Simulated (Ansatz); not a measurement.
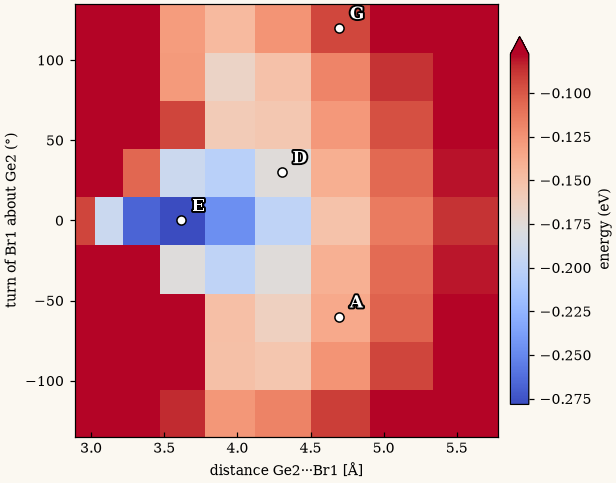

The pair Br···GeH₄, charge −1. The turn is about an axis along (−0.93, −0.19, 0.31) in the frame of the relaxed pair, normal to the line between the partners. Coordinates scanned: (1) distance Ge2···Br1; (2) turn of Br1 about Ge2. Grid: 9 × 9 points. Points are written as (first, second). Energies: eV, counted from the ion and the molecule far apart, frozen as in the relaxed pair, each in its own basis (no counterpoise correction). Energies and slopes of some neighbouring points disagree (a jump in structure or state, or too coarse a mesh). Method: Ansatz, RKS B3LYP-D4/def2-TZVPD.

Drawn: one coloured cell a grid point, one colour for all values above the top of the scale, lettered points.

**Is D the lowest point of the computed grid?**

No. D lies 0.10 eV above the lowest grid point, which is at (3.616 Å, 0°).

**Rank the lettered points by energy, lowest first.**

E (−0.28 eV), D (−0.18 eV), A (−0.14 eV), G (−0.09 eV).
